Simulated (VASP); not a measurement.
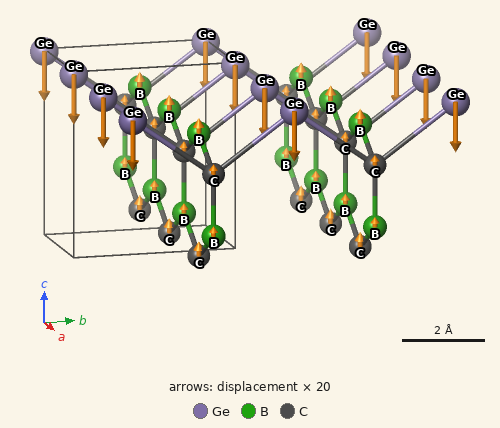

A relaxation of solid GeB₂C₂ (a generated structure, set up in Pmm2). The starting structure is drawn; orange arrows show the displacements (the part carried along by the change of the cell is left out), 20 times their true length.

Style: ball-and-stick. Shown: the cell of the calculation, repeated 3 × 2 × 1 with one cell outlined, slightly off an axis.

The run lets cell and atoms move.

All numbers below come from VASP, Kohn-Sham DFT of a periodic cell, PBE, VASP PAW PBE potentials, recommended.

Input file:
```
  PREC = Accurate
  ENCUT = 520
  EDIFF = 1E-6
  ISMEAR = 0
  SIGMA = 0.1
  LREAL = False
  LASPH = True
  NELM = 120
  ALGO = Normal
  ISIF = 3
  LWAVE = False
  LCHARG = False
  GGA = PE
  IBRION = 2
  NSW = 90
  EDIFFG = -0.01
  KPAR = 4
```

Command:
```bash
cat potpaw_PBE.64/Ge_d/POTCAR potpaw_PBE.64/B/POTCAR potpaw_PBE.64/C/POTCAR > POTCAR
mpirun -np 4 vasp_std > vasp.out
```

> Which element moves most?

Germanium: up to 0.063 Å, against 0.019 Å for boron.

> What did the optimiser do to the structure, and how much energy did it gain?

The largest move relative to the cell is that of the Ge atom, 0.063 Å along −c. By element the largest moves are Ge 0.063 Å, B 0.019 Å, C 0.019 Å. Cell: a 2.770 → 2.766 Å (−0.2 %), b 4.122 → 4.193 Å (+1.7 %), c 4.689 → 4.692 Å (+0.1 %). Volume +1.6 %. Near-neighbour distances that change, for instance: C–Ge 2.528 → 2.515 Å, B–C 1.592 → 1.588 Å. The space group stays Pmm2 (No. 25). After 24 geometry steps the energy has fallen by 1.9 meV per atom. The largest force component goes from 0.15 to 0.0078 eV/Å. Pressure: 0.59 GPa at the start and 0.07 GPa at the end.
